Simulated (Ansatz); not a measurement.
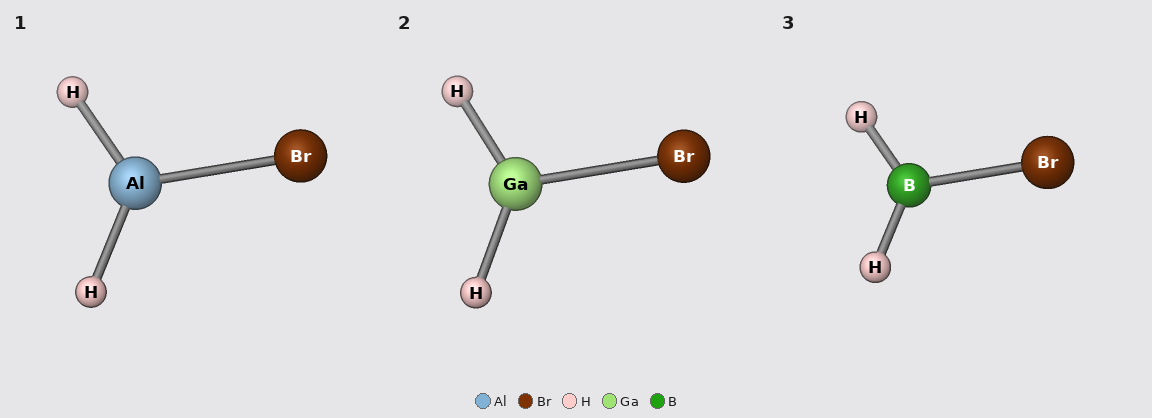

3 molecules with one skeleton, seen from the same side and at one scale. Charge 0, singlet. Computed geometries: PBE0-D4/def2-TZVP optimisations, one conformation each. Properties computed with Ansatz 0.2.0.

One atom differs, called X below: Al in panel 1, Ga in panel 2, B in panel 3. Their formulas are AlBrH2 (`[AlH2][Br]`), BrGaH2 (`[GaH2][Br]`), BBrH2 (`BBr`).

Rank them by the angle H–X–H, lowest first (PBE0-D4/def2-TZVP).

Answer. 3 (B), 1 (Al), 2 (Ga).

Rank them by the mean length of X–H, lowest first (PBE0-D4/def2-TZVP).

Answer. 3 (B), 2 (Ga), 1 (Al).

Give the values. With PBE0-D4/def2-TZVP: length of X–Br (Å), mean length of X–H (Å), angle H–X–H (°). With ωB97M-V/def2-QZVPP: HOMO energy (Kohn–Sham orbital) (eV), HOMO–LUMO gap (eV). With PBE-D4/def2-TZVPP: dipole moment (D), vertical ionisation energy (eV).

| quantity | 1 (Al) | 2 (Ga) | 3 (B) |
| --- | --- | --- | --- |
| length of X–Br (Å) | 2.257 | 2.294 | 1.891 |
| mean length of X–H (Å) | 1.576 | 1.557 | 1.188 |
| angle H–X–H (°) | 124.9 | 129.2 | 124.3 |
| HOMO energy (Kohn–Sham orbital) (eV) | −10.47 | −10.26 | −10.46 |
| HOMO–LUMO gap (eV) | 10.24 | 9.95 | 10.40 |
| dipole moment (D) | 1.07 | 1.68 | 0.34 |
| vertical ionisation energy (eV) | 10.18 | 10.07 | 10.56 |
